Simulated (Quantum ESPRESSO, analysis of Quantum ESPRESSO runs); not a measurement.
# Interstitial H in fcc Al, hop from a tetrahedral to the next octahedral site: migration barrier, PBEsol (Quantum ESPRESSO), part 3 of 3

Subject: interstitial H in fcc Al, hop from a tetrahedral to the next octahedral site. Wanted: its migration barrier, in one set-up (PBEsol, GBRV 1.5 PBEsol, 32-site cell, PBEsol lattice, k: 3x3x3). The model is a cell of 32 host atoms with 1 H put in. The barrier is the energy of the highest image of a climbing band over the relaxed site that the atom leaves. A local or semilocal functional is the cheapest first rung.

Quantum ESPRESSO 7.5; PBEsol, GBRV 1.5 PBEsol, 32-site cell, PBEsol lattice, k: 3x3x3.

So far: Set-up; Relaxation, charge 0.

### 4. Nudged elastic band

A band of images joins the two ends; its highest image climbs to the saddle, whose energy over the site left is the barrier.

This step: Quantum ESPRESSO plane-wave DFT, PBEsol, GBRV 1.5 PBEsol potentials; nudged elastic band between two relaxed defect structures.

File neb.in:

```
BEGIN
BEGIN_PATH_INPUT
&PATH
  restart_mode = 'from_scratch'
  string_method = 'neb'
  nstep_path = 45
  ds = 1.5
  opt_scheme = 'broyden'
  num_of_images = 5
  k_max = 0.3
  k_min = 0.2
  CI_scheme = 'auto'
  path_thr = 0.05
/
END_PATH_INPUT
BEGIN_ENGINE_INPUT
&CONTROL
  prefix = 'pwscf'
  outdir = './tmp'
  pseudo_dir = './pseudo'
  disk_io = 'low'
/
&SYSTEM
  ibrav = 0
  nat = 33
  ntyp = 2
  ecutwfc = 45
  ecutrho = 360
  nbnd = 63
  occupations = 'smearing'
  smearing = 'mv'
  degauss = 0.00734986
/
&ELECTRONS
  conv_thr = 3d-08
  electron_maxstep = 100
  mixing_beta = 0.5
/
ATOMIC_SPECIES
Al    26.9815 al_pbesol_v1.uspp.F.UPF
H      1.0080 h_pbesol_v1.4.uspp.F.UPF
CELL_PARAMETERS angstrom
   8.0266502575    0.0000000000    0.0000000000
   0.0000000000    8.0266502575    0.0000000000
   0.0000000000    0.0000000000    8.0266502575
BEGIN_POSITIONS
FIRST_IMAGE
ATOMIC_POSITIONS crystal
Al     0.0002421946    0.0002421946    0.0002421946
Al     0.0008004951    0.2503164512    0.2503164512
Al     0.2503164512    0.0008004951    0.2503164512
Al     0.2503164512    0.2503164512    0.0008004951
Al    -0.0021328918   -0.0021328918    0.5002788368
Al    -0.0021328918    0.2497211632    0.7521328918
Al     0.2497211632   -0.0021328918    0.7521328918
Al     0.2409469740    0.2409469740    0.5090530260
Al    -0.0021328918    0.5002788368   -0.0021328918
Al    -0.0021328918    0.7521328918    0.2497211632
Al     0.2409469740    0.5090530260    0.2409469740
Al     0.2497211632    0.7521328918   -0.0021328918
Al     0.0008004951    0.4996835488    0.4996835488
Al     0.0002421946    0.7497578054    0.7497578054
Al     0.2503164512    0.4996835488    0.7491995049
Al     0.2503164512    0.7491995049    0.4996835488
Al     0.5002788368   -0.0021328918   -0.0021328918
Al     0.5090530260    0.2409469740    0.2409469740
Al     0.7521328918   -0.0021328918    0.2497211632
Al     0.7521328918    0.2497211632   -0.0021328918
Al     0.4996835488    0.0008004951    0.4996835488
Al     0.4996835488    0.2503164512    0.7491995049
Al     0.7497578054    0.0002421946    0.7497578054
Al     0.7491995049    0.2503164512    0.4996835488
Al     0.4996835488    0.4996835488    0.0008004951
Al     0.4996835488    0.7491995049    0.2503164512
Al     0.7491995049    0.4996835488    0.2503164512
Al     0.7497578054    0.7497578054    0.0002421946
Al     0.5090530260    0.5090530260    0.5090530260
Al     0.5002788368    0.7521328918    0.7521328918
Al     0.7521328918    0.5002788368    0.7521328918
Al     0.7521328918    0.7521328918    0.5002788368
H      0.3750000000    0.3750000000    0.3750000000
LAST_IMAGE
ATOMIC_POSITIONS crystal
Al     0.0003772318    0.0003772318    0.0003772318
Al    -0.0057941573    0.2501313988    0.2501313988
[... 5 atom lines left out ...]
Al     0.2501313988    0.2501313988    0.5060569549
[... 2 atom lines left out ...]
Al     0.2501313988    0.5060569549    0.2501313988
[... 3 atom lines left out ...]
Al     0.2501313988    0.5014284220    0.7501313988
Al     0.2501313988    0.7501313988    0.5014284220
[... 1 atom line left out ...]
Al     0.5060569549    0.2501313988    0.2501313988
[... 3 atom lines left out ...]
Al     0.5014284220    0.2501313988    0.7501313988
[... 1 atom line left out ...]
Al     0.7501313988    0.2501313988    0.5014284220
Al     0.4998855657    0.4998855657    0.0003772318
Al     0.5014284220    0.7501313988    0.2501313988
Al     0.7501313988    0.5014284220    0.2501313988
[... 1 atom line left out ...]
Al     0.4998855657    0.4998855657    0.4998855657
[... 3 atom lines left out ...]
H      0.2501313988    0.2501313988    0.2501313988
END_POSITIONS
K_POINTS automatic
3 3 3 0 0 0
END_ENGINE_INPUT
END
```

Started as:

```bash
$ OMP_NUM_THREADS=1 mpirun -n 4 neb.x -ni 2 -inp neb.in > neb.out
```

What it wrote:

```text
[banner, memory and clock lines left out]
          URL

     path-images division:  nimage    =       2

     Parsing file: neb.in

     initial path length           =  3.3167 bohr
     initial inter-image distance  =  0.8292 bohr

     string_method                 =    neb
     restart_mode                  =    from_scratch
     opt_scheme                    =    broyden
     num_of_images                 =    5
     nstep_path                    =    45
     CI_scheme                     =    auto
     first_last_opt                =    F
     use_freezing                  =    F
     ds                            =    1.5000 a.u.
     k_max                         =    0.3000 a.u.
     k_min                         =    0.2000 a.u.
     suggested k_max               =    0.2742 a.u.
     suggested k_min               =    0.1828 a.u.
     path_thr                      =    0.0500 eV / A

     ------------------------------ iteration   1 ------------------------------

     cpu =  0   tcpu =      0.1    self-consistency for image   1
     Message from routine setup:
     using ibrav=0 with symmetry is DISCOURAGED, use correct ibrav instead
     cpu =  0   tcpu =     91.4    self-consistency for image   2
     Message from routine setup:
     using ibrav=0 with symmetry is DISCOURAGED, use correct ibrav instead
     cpu =  0   tcpu =    241.6    self-consistency for image   4
     Message from routine setup:
     using ibrav=0 with symmetry is DISCOURAGED, use correct ibrav instead

     activation energy (->) =   0.228273 eV
     activation energy (<-) =   0.184233 eV

     image        energy (eV)        error (eV/A)        frozen

         1      -2917.2831219            0.016857            T
         2      -2917.1305505            0.642126            F
         3      -2917.0548489            0.526904            F
         4      -2917.1735165            0.551523            F
         5      -2917.2390815            0.009307            T

     climbing image =  3

     path length          =  3.317 bohr
     inter-image distance =  0.829 bohr

     ------------------------------ iteration   2 ------------------------------

     cpu =  0   tcpu =    392.0    self-consistency for image   2
     Message from routine setup:
     using ibrav=0 with symmetry is DISCOURAGED, use correct ibrav instead
     cpu =  0   tcpu =    519.7    self-consistency for image   4
     Message from routine setup:
     using ibrav=0 with symmetry is DISCOURAGED, use correct ibrav instead

     activation energy (->) =   0.208672 eV
     activation energy (<-) =   0.164631 eV

     image        energy (eV)        error (eV/A)        frozen

         1      -2917.2831219            0.016857            T
         2      -2917.1356674            0.313509            F
         3      -2917.0744504            0.404513            F
         4      -2917.1712392            0.240735            F
         5      -2917.2390815            0.009307            T

     climbing image =  3

     path length          =  3.318 bohr
     inter-image distance =  0.830 bohr

     ------------------------------ iteration   3 ------------------------------

     cpu =  0   tcpu =    633.7    self-consistency for image   2
     Message from routine setup:
     using ibrav=0 with symmetry is DISCOURAGED, use correct ibrav instead
     cpu =  0   tcpu =    779.2    self-consistency for image   4
     Message from routine setup:
     using ibrav=0 with symmetry is DISCOURAGED, use correct ibrav instead

     activation energy (->) =   0.185690 eV
     activation energy (<-) =   0.141650 eV

     image        energy (eV)        error (eV/A)        frozen

         1      -2917.2831219            0.016857            T
         2      -2917.1483803            0.162421            F
         3      -2917.0974317            0.191892            F
         4      -2917.1714290            0.126455            F
         5      -2917.2390815            0.009307            T

     climbing image =  3

     path length          =  3.329 bohr
     inter-image distance =  0.832 bohr

     ------------------------------ iteration   4 ------------------------------

     cpu =  0   tcpu =    908.0    self-consistency for image   2
     Message from routine setup:
     using ibrav=0 with symmetry is DISCOURAGED, use correct ibrav instead
     cpu =  0   tcpu =   1029.3    self-consistency for image   4
     Message from routine setup:
     using ibrav=0 with symmetry is DISCOURAGED, use correct ibrav instead

     activation energy (->) =   0.181042 eV
     activation energy (<-) =   0.137002 eV

     image        energy (eV)        error (eV/A)        frozen

         1      -2917.2831219            0.016857            T
         2      -2917.1551021            0.106610            F
         3      -2917.1020796            0.127825            F
         4      -2917.1736298            0.092700            F
         5      -2917.2390815            0.009307            T

     climbing image =  3

     path length          =  3.336 bohr
     inter-image distance =  0.834 bohr

     ------------------------------ iteration   5 ------------------------------

     cpu =  0   tcpu =   1156.9    self-consistency for image   2
     Message from routine setup:
     using ibrav=0 with symmetry is DISCOURAGED, use correct ibrav instead
     cpu =  0   tcpu =   1316.0    self-consistency for image   4
     Message from routine setup:
     using ibrav=0 with symmetry is DISCOURAGED, use correct ibrav instead

     activation energy (->) =   0.175794 eV
     activation energy (<-) =   0.131754 eV

     image        energy (eV)        error (eV/A)        frozen

         1      -2917.2831219            0.016857            T
         2      -2917.1655134            0.062497            F
         3      -2917.1073277            0.036278            F
         4      -2917.1763105            0.034253            F
         5      -2917.2390815            0.009307            T

     climbing image =  3

     path length          =  3.362 bohr
     inter-image distance =  0.841 bohr

     ------------------------------ iteration   6 ------------------------------

     cpu =  0   tcpu =   1443.7    self-consistency for image   2
     Message from routine setup:
     using ibrav=0 with symmetry is DISCOURAGED, use correct ibrav instead
     cpu =  0   tcpu =   1545.9    self-consistency for image   4
     Message from routine setup:
     using ibrav=0 with symmetry is DISCOURAGED, use correct ibrav instead

     activation energy (->) =   0.175233 eV
     activation energy (<-) =   0.131193 eV

     image        energy (eV)        error (eV/A)        frozen

         1      -2917.2831219            0.016857            T
         2      -2917.1660645            0.056349            F
         3      -2917.1078888            0.030384            F
         4      -2917.1762702            0.025045            F
         5      -2917.2390815            0.009307            T

     climbing image =  3

     path length          =  3.361 bohr
     inter-image distance =  0.840 bohr

     ------------------------------ iteration   7 ------------------------------

     cpu =  0   tcpu =   1641.7    self-consistency for image   2
     Message from routine setup:
     using ibrav=0 with symmetry is DISCOURAGED, use correct ibrav instead
     cpu =  0   tcpu =   1774.2    self-consistency for image   4
     Message from routine setup:
     using ibrav=0 with symmetry is DISCOURAGED, use correct ibrav instead

     activation energy (->) =   0.174341 eV
     activation energy (<-) =   0.130300 eV

     image        energy (eV)        error (eV/A)        frozen

         1      -2917.2831219            0.016857            T
         2      -2917.1681300            0.043019            F
         3      -2917.1087811            0.021659            F
         4      -2917.1763746            0.019649            F
         5      -2917.2390815            0.009307            T

     climbing image =  3

     path length          =  3.366 bohr
     inter-image distance =  0.841 bohr

     neb: convergence achieved in   7 iterations
```

Elapsed: 32 min, on 4 MPI ranks of Arm Neoverse V1, shared host; peak memory 2 GiB.

Images along the path:

| image | path (Å) | energy (eV) | H33: x, y, z (Å) |
| --- | --- | --- | --- |
| 0 | 0.000 | 0.0000 | 3.010, 3.010, 3.010 |
| 1 | 0.479 | 0.1150 | 2.741, 2.741, 2.741 |
| 2 | 0.873 | 0.1743 | 2.517, 2.517, 2.517 |
| 3 | 1.291 | 0.1067 | 2.284, 2.284, 2.284 |
| 4 | 1.781 | 0.0440 | 2.008, 2.008, 2.008 |

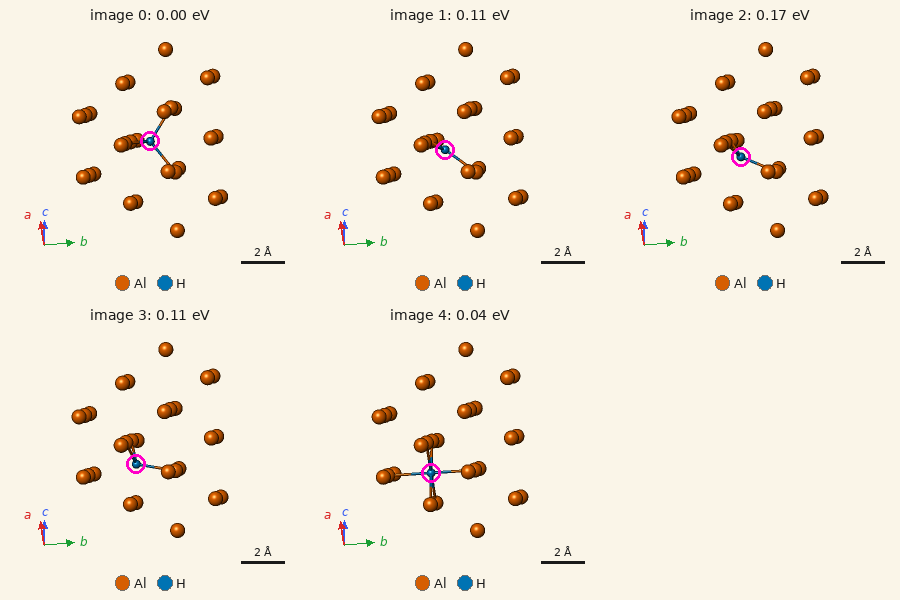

Images along the path; H33 is ringed.

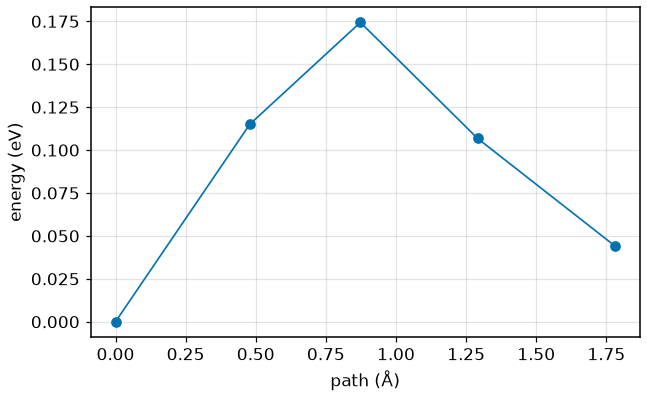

Energy along the path.

Read from the output:

- barrier forward: 0.1743 eV

### 5. What came out

```yaml
migration_barrier_saddle_less_minimum: 0.17 eV
energy_difference_of_the_two_ends: 0.04 eV
length_of_the_hop: 1.74 Å
```

What this shows: Migration barrier: computed 0.17 eV, measured 0.452 eV; 0.28 eV below the measurement. The measured number is an Arrhenius activation energy of long-range diffusion; for H it holds zero-point energy, and trapping at vacancies and dislocations can raise it. One hop between neighbouring sites is computed at the host's lattice. Limits: the periodic copies of the defect are only 8.0 Å apart.

[Logs are printed without paths, hosts, clocks, repeated set-up lines and the standing remarks that a program may print on its own settings, such as how far it seeks lower states.]

[Hosts, paths, dates, database ids (printed as entryN), source tags and the programs' standing remarks are cut or masked in the printed files.]

[For some hosts the program warned that the k-mesh of the response run may be too coarse for force constants and the static dielectric constant; such warnings are not shown here.]
